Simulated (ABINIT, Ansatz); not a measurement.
# BeH2 (P-3m1): zone-centre phonons, part 2 of 2

Aim: the zone-centre modes of BeH2 (P-3m1).

ABINIT 10.8.3; DFT LDA, scalar-relativistic, plane waves, PseudoDojo norm-conserving pseudopotentials.

So far. Step 3 (Self-consistent run for the response): The cell stands at -0.73 GPa: the relaxation ran with a smoothed and higher cutoff and on another k mesh. Step 5 (Linear response at Γ): The acoustic modes at Γ come out as far as 0.5 cm⁻¹ from zero, where they should vanish, a small numerical error; the Born charges miss their sum rule by 0.015 e, which is good. The relaxed cell has a = 2.289, c = 3.922 Å (conventional setting).

The structure was built from a prototype and need not be the compound's stable phase.

## Step 6: Modes with the sum rule

anaddb reads the merged derivatives, imposes the acoustic sum rule and charge neutrality, and adds the LO-TO term along chosen directions.

Input file anaddb.abi:

```
ddb_filepath "gamma_DDB"
output_file "anaddb.abo"
outdata_prefix "anaddb"
asr 1
chneut 1
enunit 2
eivec 1
nph1l 1
qph1l 0.0 0.0 0.0 1.0
dieflag 1
nph2l 3
qph2l 
    1.0 0.0 0.0 0.0
    0.0 0.0 1.0 0.0
    1.0 1.0 1.0 0.0
```

Input file mrgddb.in:

```
gamma_DDB
merged
2
dfpt_gammao_DS2_DDB
gso_DDB
```

On the command line:

```
> mrgddb < mrgddb.in > mrgddb.log
> OMP_NUM_THREADS=1 anaddb anaddb.abi > anaddb.log
```

anaddb.abo, the main output file:

```text
[banners, grids, parts of the stress and lines that vanish by symmetry left out]
-outvars_anaddb: echo values of input variables ----------------------

 Flags :
[...]
Dielectric Tensor and Effective Charges
[...]
Effective charge tensors after
[...]
Phonon wavevector (reduced coordinates) :  0.00000  0.00000  0.00000
 Phonon energies in Hartree :
[...]
Phonon energies in meV     :
-  0.000000E+00  0.000000E+00  0.000000E+00  9.541555E+01  9.541555E+01
-  1.623359E+02  1.623359E+02  1.626317E+02  1.718351E+02
 Phonon frequencies in cm-1    :
-  0.000000E+00  0.000000E+00  0.000000E+00  7.695783E+02  7.695783E+02
-  1.309327E+03  1.309327E+03  1.311713E+03  1.385943E+03
 Phonon frequencies in Thz     :
-  0.000000E+00  0.000000E+00  0.000000E+00  2.307138E+01  2.307138E+01
-  3.925265E+01  3.925265E+01  3.932418E+01  4.154954E+01
 Phonon energies in Kelvin  :
-  0.000000E+00  0.000000E+00  0.000000E+00  1.107251E+03  1.107251E+03
-  1.883830E+03  1.883830E+03  1.887263E+03  1.994063E+03
[...]
-  1  0.00000000E+00 -2.06710167E-06 -7.05294230E-03
-     0.00000000E+00  0.00000000E+00  0.00000000E+00
-  2  0.00000000E+00 -2.06710039E-06 -7.05294231E-03
-     0.00000000E+00  0.00000000E+00  0.00000000E+00
-  3  0.00000000E+00 -2.06710039E-06 -7.05294231E-03
-     0.00000000E+00  0.00000000E+00  0.00000000E+00
[...]
-  1  2.68967474E-07  7.05294309E-03 -2.06709922E-06
-     0.00000000E+00  0.00000000E+00  0.00000000E+00
-  2  2.68967307E-07  7.05293873E-03 -2.06709922E-06
-     0.00000000E+00  0.00000000E+00  0.00000000E+00
-  3  2.68967307E-07  7.05293873E-03 -2.06709922E-06
-     0.00000000E+00  0.00000000E+00  0.00000000E+00
[...]
-  1  7.05294339E-03 -2.68950460E-07  0.00000000E+00
-     0.00000000E+00  0.00000000E+00  0.00000000E+00
-  2  7.05293903E-03 -2.68950294E-07  0.00000000E+00
-     0.00000000E+00  0.00000000E+00  0.00000000E+00
-  3  7.05293903E-03 -2.68950294E-07  0.00000000E+00
-     0.00000000E+00  0.00000000E+00  0.00000000E+00
[...]
-  1  9.16914316E-04 -3.20720885E-03  0.00000000E+00
-     0.00000000E+00  0.00000000E+00  0.00000000E+00
[...]
-     0.00000000E+00  0.00000000E+00  0.00000000E+00
[...]
-     0.00000000E+00  0.00000000E+00  0.00000000E+00
[...]
-     0.00000000E+00  0.00000000E+00  0.00000000E+00
[...]
-     0.00000000E+00  0.00000000E+00  0.00000000E+00
[...]
-     1          0.000000    -0.000000     0.000000     0.000000
-     2          0.000000     0.000001     0.000000     0.000001
-     3          0.000001    -0.000000    -0.000000     0.000001
-     4          0.520460    -1.820479    -0.000000     1.893416
-     5          1.820479     0.520460    -0.000000     1.893416
-     6          0.000000     0.000000    -0.000000     0.000000
-     7          0.000000     0.000000     0.000000     0.000000
[...]
-   1     Real    0.0000E+00  0.0000E+00  0.0000E+00  0.0000E+00  0.0000E+00  0.0000E+00  0.0000E+00
[...]
-   2     Real    0.0000E+00  0.0000E+00  0.0000E+00  0.0000E+00  0.0000E+00  0.0000E+00  0.0000E+00
[...]
-   3     Real    0.0000E+00  0.0000E+00  0.0000E+00  0.0000E+00  0.0000E+00  0.0000E+00  0.0000E+00
[...]
-   4     Real    1.2349E-04  1.5109E-03  0.0000E+00 -4.3196E-04  0.0000E+00  0.0000E+00  1.6344E-03
[...]
-   5     Real    1.5109E-03  1.2349E-04  0.0000E+00  4.3196E-04  0.0000E+00  0.0000E+00  1.6344E-03
[...]
-   6     Real    0.0000E+00  0.0000E+00  0.0000E+00  0.0000E+00  0.0000E+00  0.0000E+00  0.0000E+00
[...]
-   7     Real    0.0000E+00  0.0000E+00  0.0000E+00  0.0000E+00  0.0000E+00  0.0000E+00  0.0000E+00
[...]
Phonon at Gamma, with non-analyticity in the
[...]
Phonon energies in Hartree :
[...]
Phonon energies in meV     :
-  0.000000E+00  0.000000E+00  0.000000E+00  9.541555E+01  1.623359E+02
[...]
Phonon frequencies in cm-1    :
-  0.000000E+00  0.000000E+00  0.000000E+00  7.695783E+02  1.309327E+03
[...]
Phonon frequencies in Thz     :
-  0.000000E+00  0.000000E+00  0.000000E+00  2.307138E+01  3.925265E+01
[...]
Phonon energies in Kelvin  :
-  0.000000E+00  0.000000E+00  0.000000E+00  1.107251E+03  1.883830E+03
[...]
Phonon at Gamma, with non-analyticity in the
[...]
Phonon energies in Hartree :
[...]
Phonon energies in meV     :
-  0.000000E+00  0.000000E+00  0.000000E+00  9.541555E+01  9.541555E+01
[...]
Phonon frequencies in cm-1    :
-  0.000000E+00  0.000000E+00  0.000000E+00  7.695783E+02  7.695783E+02
[...]
Phonon frequencies in Thz     :
-  0.000000E+00  0.000000E+00  0.000000E+00  2.307138E+01  2.307138E+01
[...]
Phonon energies in Kelvin  :
-  0.000000E+00  0.000000E+00  0.000000E+00  1.107251E+03  1.107251E+03
[...]
Phonon at Gamma, with non-analyticity in the
[...]
Phonon energies in Hartree :
[...]
Phonon energies in meV     :
-  0.000000E+00  0.000000E+00  0.000000E+00  9.541555E+01  1.485909E+02
[...]
Phonon frequencies in cm-1    :
-  0.000000E+00  0.000000E+00  0.000000E+00  7.695783E+02  1.198466E+03
[...]
Phonon frequencies in Thz     :
-  0.000000E+00  0.000000E+00  0.000000E+00  2.307138E+01  3.592912E+01
[...]
Phonon energies in Kelvin  :
-  0.000000E+00  0.000000E+00  0.000000E+00  1.107251E+03  1.724326E+03
[...]
-  2  7.05049639E-03  1.85649704E-04  3.62447806E-07
-     0.00000000E+00  0.00000000E+00  0.00000000E+00
-  3  7.05049639E-03  1.85649704E-04  3.62447806E-07
-     0.00000000E+00  0.00000000E+00  0.00000000E+00
[...]
-  1  0.00000000E+00  0.00000000E+00  0.00000000E+00
-     0.00000000E+00  0.00000000E+00  0.00000000E+00
-  2  4.53642360E-03 -1.58603313E-02  0.00000000E+00
-     0.00000000E+00  0.00000000E+00  0.00000000E+00
-  3 -4.53642360E-03  1.58603313E-02  0.00000000E+00
-     0.00000000E+00  0.00000000E+00  0.00000000E+00
[...]
-  1  0.00000000E+00  0.00000000E+00  0.00000000E+00
-     0.00000000E+00  0.00000000E+00  0.00000000E+00
-  2  1.58603313E-02  4.53642360E-03  0.00000000E+00
-     0.00000000E+00  0.00000000E+00  0.00000000E+00
-  3 -1.58603313E-02 -4.53642360E-03  0.00000000E+00
-     0.00000000E+00  0.00000000E+00  0.00000000E+00
[...]
Direction                     Dielectric constant
[...]
0.00000   0.00000   1.00000      4.13351673
   1.00000   1.00000   1.00000     15.19571350
-
```

Elapsed: 0.5 s, on 1 thread of Arm Neoverse V1, shared host.

Numbers from this step:

| Item | Value |
| --- | --- |
| mean static dielectric constant | 15.20 |
| highest mode moved by the LO-TO term | 1370 cm⁻¹ |

No LO-TO term; unit eigenvectors of the mass-weighted matrix, from anaddb's displacements. The modes at Γ (shares of kinetic energy by element, %):

```csv
mode,frequency (cm⁻¹),Be %,H %
1,0.0,82,18
2,0.0,82,18
3,0.0,82,18
4,769.6,18,82
5,769.6,18,82
6,1309.3,0,100
7,1309.3,0,100
8,1311.7,18,82
9,1385.9,0,100
```

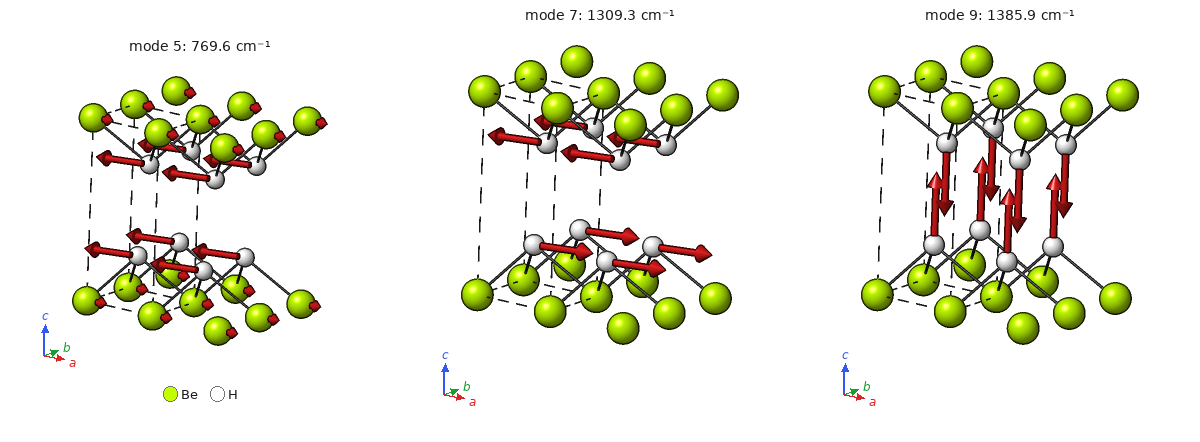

Displacement patterns of modes 5, 7 and 9 at Γ; arrows are exaggerated. Bonds to atoms that aren't drawn are left out. 2×2×1 cells are drawn. Some periodic images of atoms are drawn too.

Static dielectric tensor (ions relaxed, fixed cell):

```
20.73  0.00  0.00
 0.00 20.73  0.00
 0.00  0.00  4.13
```

The rule moves no optical mode by more than 0.1 cm⁻¹.

## Step 7: A second program

The same cell, potentials and cutoff go through another code, on another k mesh. Its k mesh is centred on Γ.

This step: DFT LDA, scalar-relativistic, plane waves, PseudoDojo norm-conserving pseudopotentials (Ansatz 0.2.0).

Input file input.yaml:

```yaml
crystal:
  lattice:
    - [2.2890613335, 0.0, 0.0]
    - [-1.1445306667, 1.9823852656, 0.0]
    - [0.0, 0.0, 3.9217776333]
  atoms:
    - { symbol: Be, position: [0.0, 0.0, 0.0] }
    - { symbol: H, position: [0.3333333333, 0.6666666667, 0.2241311228] }
    - { symbol: H, position: [0.6666666667, 0.3333333333, 0.7758688772] }
kpoints:
  mp_grid: { grid: [9, 9, 6] }
hamiltonian:
  xc: lda
  pseudopotentials: { kind: nc, accuracy: standard }
scf:
  occupations: { method: fixed }
output:
  eigenvalues: true
basis:
  ecutwfc: 1034.033
phonons:
  method: dfpt
  dielectric: true
  rigid_motions: translations
```

On the command line:

```
> ansatz run input.yaml --threads 4 --pin off --max-ram 8192MiB --backend cpu --events-out ev --progress --plain --runs-dir out
```

The program printed:

```text
Warning: basis.ecutwfc = 1034.033 eV is below the records' recommended 1197.300995 eV, and the density's cutoff is lower with it unless basis.ecutrho_ratio is high enough to keep the records' density cutoff: compare with a run at a higher cutoff
Engine: ansatz 0.2.0, aarch64-unknown-linux-gnu
Pseudopotentials: kind: nc
Pseudopotential: Be, nc, valence charge 4, recommended cutoff 1197.300995 eV (normal), Be.nc.azcp (PseudoDojo's, or run here from an input of PseudoDojo's; its table is named by hamiltonian.pseudopotentials.accuracy)
Pseudopotential: H, nc, valence charge 1, recommended cutoff 1006.821291 eV (normal), H.nc.azcp (PseudoDojo's, or run here from an input of PseudoDojo's; its table is named by hamiltonian.pseudopotentials.accuracy)
Functional definition: SPW92
  exchange = slater_x
  correlation = pw_c
Crystal: 3 atoms, lattice volume = 17.796 Å³
Basis set: ecut = 1034.033 eV, 1305 PW (Γ), exchange–correlation on 50×50×90 points (8 copies of the dense FFT grid, shifted against one another)
Bands: 7, of which v1, the nominal top of the filled ones, is band 3 counted from 1 (2 counted from 0)
Symmetry: 12 space group operations
k-points: 140 of 486 (irreducible under 2 space group operations, time reversal used)
Non-local potential: Be, projectors of the file, l = 0: 2, l = 1: 2
Non-local potential: H, projectors of the file, l = 0: 2, l = 1: 1
Initial density: superposition of atomic densities (chi_scale 0.1, normalization cell, long waves kept (reshape's long-wave potential 0.03 eV rms))
Initial wavefunctions: pseudopotential atomic-orbital guess
Functional: x = slater, c = lda
SCF iter   1: F=—  HF=-408.059875 eV  |F-HF|=—  |Δ(HF+E_count)|=         —  Δρ=9.01e-2  dr2=1.36e0  ethr=3.10e-3  ⟨swp⟩=4.4  Hψ=7655  notcnv=0  defer=265
preconditioner: auto → none  [insulator: Δε(μ)=4.201 eV  Ē_g=14.919 eV  n_scr=2 (ndim 8)  ℏωp=17.6 eV  f_vac=0.000  ε∞_Penn≈2.4]
SCF iter   2: F=—  HF=-407.573969 eV  |F-HF|=—  |Δ(HF+E_count)|=   4.86e-1  Δρ=3.73e-2  dr2=1.50e-1  ethr=3.10e-3  ⟨swp⟩=2.3  Hψ=2480  notcnv=0  defer=257
SCF iter   3: F=—  HF=-407.522400 eV  |F-HF|=—  |Δ(HF+E_count)|=   5.16e-2  Δρ=3.96e-3  dr2=1.70e-3  ethr=2.50e-3  ⟨swp⟩=2.8  Hψ=1421  notcnv=0  defer=258
SCF iter   4: F=—  HF=-407.522009 eV  |F-HF|=—  |Δ(HF+E_count)|=   3.91e-4  Δρ=7.59e-4  dr2=3.24e-5  ethr=2.84e-5  ⟨swp⟩=2.6  Hψ=1464  notcnv=0  defer=275
SCF iter   5: F=—  HF=-407.522014 eV  |F-HF|=—  |Δ(HF+E_count)|=   5.06e-6  Δρ=2.19e-5  dr2=7.74e-8  ethr=5.40e-7  ⟨swp⟩=1.1  Hψ=1001  notcnv=0  defer=184
SCF iter   6: F=—  HF=-407.522014 eV  |F-HF|=—  |Δ(HF+E_count)|=   1.36e-7  Δρ=4.28e-6  dr2=1.04e-9  ethr=1.29e-9  ⟨swp⟩=2.0  Hψ=1278  notcnv=0  defer=75
SCF iter   7: F=-407.522014 eV  HF=-407.522014 eV  |F-HF|=5.00e-12  |Δ(HF+E_count)|=  3.47e-10  Δρ=3.82e-7  dr2=1.65e-11  ethr=1.67e-12  ⟨swp⟩=8.0  Hψ=5326  notcnv=0
SCF 1 converged in 7 iterations: F = -407.522014 eV  dr2 = 1.65e-11
NSCF: frozen V_eff on 4 k-points
DFPT response loops at Γ: preconditioner auto → none (the input reference at scf.mixing.eps_inf says where Resta's filter doesn't serve); β = 0.50; Broyden in place of MSR1
── the response to a field inside a basis, on 10×10×6 k-points: an SCF that follows is theirs, and a resumed run solves both again ──
Bands: 4, of which v1, the nominal top of the filled ones, is band 3 counted from 1 (2 counted from 0)
k-points: 165 of 600 (irreducible under 4 space group operations)
Initial density: handed on by an earlier stage of this run
Initial wavefunctions: pseudopotential atomic-orbital guess (no wavefunctions were taken with the density)
Eigensolver: Dense (165 Hₖ)
SCF iter   1: F=—  HF=-407.525150 eV  |F-HF|=—  |Δ(HF+E_count)|=         —  Δρ=1.05e-3  dr2=8.38e-6  ethr=1.00e-1
preconditioner: auto → none  [insulator: Δε(μ)=3.594 eV  Ē_g=10.208 eV  n_scr=2 (ndim 8)  ℏωp=17.6 eV  f_vac=0.000  ε∞_Penn≈4.0]
SCF iter   2: F=—  HF=-407.525150 eV  |F-HF|=—  |Δ(HF+E_count)|=   2.71e-7  Δρ=5.10e-4  dr2=1.90e-6  ethr=1.40e-7
SCF iter   3: F=-407.525150 eV  HF=-407.525150 eV  |F-HF|=1.03e-10  |Δ(HF+E_count)|=   6.60e-8  Δρ=9.95e-6  dr2=1.45e-9  ethr=3.17e-8
SCF 1 converged in 3 iterations: F = -407.525150 eV  dr2 = 1.45e-9
DFPT response loops at Γ: mixed as the last ones told, above
WARN: field response: ε∞ stands inside a basis, on 10×10×6 points; the force constants stand on the 9×9×6 k-mesh, whose period is 11.92 times the interband length at k = (0.0000, 0.4444, -0.3333), direct gap 3.829 eV, under 14: take them and everything formed from them as unconverged, and compare with a denser kpoints.mp_grid
SCF converged after 7 iterations
Free energy (F): -407.522014 eV
Harris-Foulkes:  -407.522014 eV  (|F-HF|=5.00e-12)
Internal energy: -407.522014 eV  (E = F + TS)
E sigma→0 (E₀):  -407.522014 eV
Fermi energy:    1.762531 eV
--- Per-component energies (eV) ---
  E_band       = -199.194939
  E_kinetic    = 264.952680
  E_local      = -312.781965  (includes V_loc(G=0)·N_el)
  E_nonlocal   = -230.375608
  E_hartree    = 93.529377
  E_xc         = -82.418144
  E_vxc        = -108.048786  (∫ρ·V_xc dr)
  E_ewald      = -140.428353
  E_smearing   = -0.000000  (= −TS)
  E_closure    = 0.000000  (closes the sum)
  Σ components = -407.522014   (vs F -407.522014, Δ=0.00e0)
--- Band table (eV; the first three rows and the last of 140) ---
  k-point 0: bands = ["-95.2012", "-8.2619", "-2.2131", "6.3240", "19.9303", "19.9303", "22.7937"]
  k-point 1: bands = ["-95.2015", "-8.0974", "-2.8297", "7.4696", "19.9490", "19.9490", "22.3019"]
  k-point 2: bands = ["-95.2014", "-7.6806", "-3.9616", "10.2233", "18.4615", "19.9871", "19.9871"]
  k-point 139: bands = ["-95.1896", "-3.6311", "0.2065", "7.3118", "11.5578", "13.1759", "13.9750"]
--- Phonons (Γ-DFPT): 4 representative perturbations + reference, on 140 of 486 k-points (Σ response iterations 13) ---
  k mesh reduced under 2 symmetry operations, with k and −k counted as one. Each operation leaves every solved perturbation unchanged. A smaller set is not considered because the run solves the response to a homogeneous field
  ASR residual: 2.160e-4 → 0.000e0 eV/Å²; symmetrization residual: 2.066e-6 eV/Å²
  ASR residual per site (eV/Å²): 2.16e-4 1.32e-4 1.32e-4
  Γ frequencies (cm⁻¹): 0.00 0.00 0.00 769.56 769.56 1309.29 1309.29 1311.81 1386.01
  ε∞ (high-frequency dielectric tensor):
        6.910097     0.000000     0.000000
        0.000000     6.910097    -0.000000
       -0.000000    -0.000000     3.795241
  ε⁰ (static dielectric tensor: ions relaxed, cell fixed):
       20.912662    -0.000000     0.000000
       -0.000000    20.912662    -0.000000
        0.000000    -0.000000     4.142456
  ε⁰ − ε∞ (ionic part):
       14.002565    -0.000000     0.000000
       -0.000000    14.002565    -0.000000
        0.000000    -0.000000     0.347214
  softest optical mode at Γ: 769.56 cm⁻¹; the repairs (sum rule, projections) moved no ω² at Γ by more than (6.37 cm⁻¹)²
  Born effective charges Z* (e; rows j = field, columns β = displacement):
    site 0:
         2.22283    0.00000   -0.00000
         0.00000    2.22283    0.00000
         0.00000   -0.00000    0.59667
    site 1:
        -1.11141   -0.00000    0.00000
        -0.00000   -1.11141   -0.00000
        -0.00000    0.00000   -0.29833
    site 2:
        -1.11141   -0.00000    0.00000
        -0.00000   -1.11141   -0.00000
        -0.00000    0.00000   -0.29833
  Z* charge neutrality: 3.058e-3 e pre-enforcement
  solved inside a basis spanned on kpoints, on 10×10×6 k-points, its susceptibility summed on 18×18×10: ε∞ is read to err by 2.5e-2, Z* by 1.5e-2 e (field_mesh: kpoints solves on kpoints); Z* is corrected for what the basis lacks
  optical modes at Γ without the LO–TO term, one row a degenerate level:
      ω (cm⁻¹)  modes    IR ((D/Å)²/amu)
        769.56      2           138.3841
       1309.29      2             0.0000
       1311.81      1             4.9855
       1386.01      1             0.0000
  optical modes at Γ + LO–TO along q̂ = [1.0000, 0.0000, 0.0000]:
      ω (cm⁻¹)  modes    IR ((D/Å)²/amu)
        769.56      1            69.1921
       1309.29      2             0.0000
       1311.81      1             4.9855
       1338.76      1            69.1921
       1386.01      1             0.0000
  optical modes at Γ + LO–TO along q̂ = [0.0000, 1.0000, 0.0000]:
      ω (cm⁻¹)  modes    IR ((D/Å)²/amu)
        769.56      1            69.1921
       1309.29      2             0.0000
       1311.81      1             4.9855
       1338.76      1            69.1921
       1386.01      1             0.0000
  optical modes at Γ + LO–TO along q̂ = [0.0000, 0.0000, 1.0000]:
      ω (cm⁻¹)  modes    IR ((D/Å)²/amu)
        769.56      2           138.3841
       1309.29      2             0.0000
       1370.51      1             4.9855
       1386.01      1             0.0000
```

Run time: 11 s. Hardware: 4 threads; peak memory 0.45 GiB; 43 s of CPU time.

Read from the output:

- sum-rule residual before enforcement: 2.16e-4 eV/Å²
- miss of the charge sum rule: 0.003058 e
- estimated error of the dielectric tensor: 0.02542
- estimated error of the Born charges: 0.01489 e
- mean high-frequency dielectric constant: 5.872
- largest Born charge in size (third of the trace): 1.681 e
- mean static dielectric constant: 15.32
- highest mode moved by the LO-TO term: 1371 cm⁻¹

Transverse modes. Lines of the infrared spectrum (strongest = 100):

```csv
position (cm⁻¹),label,"IR intensity ((D/Å)²/amu), degenerate modes summed, relative"
770,Eu,100
1309,Eg,0.0
1312,A2u,3.6
1386,A1g,0.0
```

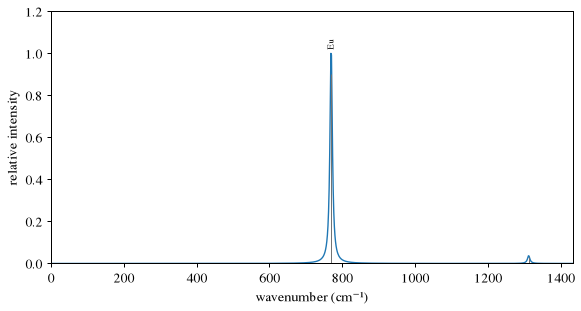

The infrared spectrum, broadened with Lorentzians of width 8 cm⁻¹; bars mark the lines.

The log warns that the force constants on this k mesh are to be taken as unconverged.

## Step 8: Side by side: ABINIT PseudoDojo and Ansatz, PseudoDojo

Numbers from this step:

* root-mean-square difference: 0.06 cm⁻¹
* largest difference: 0.1 cm⁻¹

Frequencies side by side, by row:

```csv
q (reciprocal lattice),mode,ABINIT PseudoDojo (cm⁻¹),"Ansatz, PseudoDojo (cm⁻¹)"
0 0 0,1,0,0
0 0 0,2,0,0
0 0 0,3,0,0
0 0 0,4,769.6,769.6
0 0 0,5,769.6,769.6
0 0 0,6,1309,1309
0 0 0,7,1309,1309
0 0 0,8,1312,1312
0 0 0,9,1386,1386
```

The two runs side by side. Further quantities:

```csv
quantity,ABINIT PseudoDojo,"Ansatz, PseudoDojo"
mean ε∞,5.807,5.872
"largest Born charge in size (e; the first before, the second after the charge sum rule)",1.679,1.681
```

At the zone centre the largest difference (acoustic modes at Γ apart) is 0.007 % of the highest mode.

## Step 9: What came out

```json
{"space group after relaxation": "P-3m1", "volume per atom": "5.93 Å³", "highest optical zone-centre mode (no LO-TO term)": "1386 cm⁻¹", "lowest optical zone-centre mode": "769.6 cm⁻¹", "highest mode moved by the LO-TO term": "1370 cm⁻¹", "mean high-frequency dielectric constant": "5.81", "largest Born charge in size (third of the trace)": "1.68 e", "mean static dielectric constant": "15.2", "imaginary optical modes at the zone centre (no q mesh in this session)": "none", "largest difference from Ansatz, PseudoDojo": "0.1 cm⁻¹"}
```

At the LDA level the optical modes of BeH2 (P-3m1) at the zone centre (no LO-TO term) run from 770 to 1386 cm⁻¹. The base run prints -0.73 GPa, mostly the error of a finite basis; the relaxation, with a smoothed and higher cutoff, had brought the cell to rest. Along the directions run, the highest mode that the macroscopic field moves lies at 1370 cm⁻¹. Lattice motion raises the mean dielectric constant from 5.807 to 15.20. ABINIT PseudoDojo and Ansatz, PseudoDojo agree to 0.10 cm⁻¹ (0.007 % of the highest mode compared) on all solved modes but the acoustic ones at Γ, without the LO-TO term. These are harmonic frequencies at zero temperature: anharmonic shifts and linewidths and thermal expansion are left out. Ansatz warns that the cutoff lies 14 % under the one recommended for these files; agreement at one cutoff is not convergence. Ansatz's log warns that force constants on this k mesh are to be taken as unconverged. The structure is a hypothetical one, built on a prototype.

[Host names and launcher messages were left out of these logs when they were recorded.]

[Logs are printed without paths, hosts, clocks, repeated set-up lines and the standing remarks that a program may print on its own settings, such as how far it seeks lower states.]

[Hosts, paths, dates, database ids (printed as entryN), source tags and the programs' standing remarks are cut or masked in the printed files.]
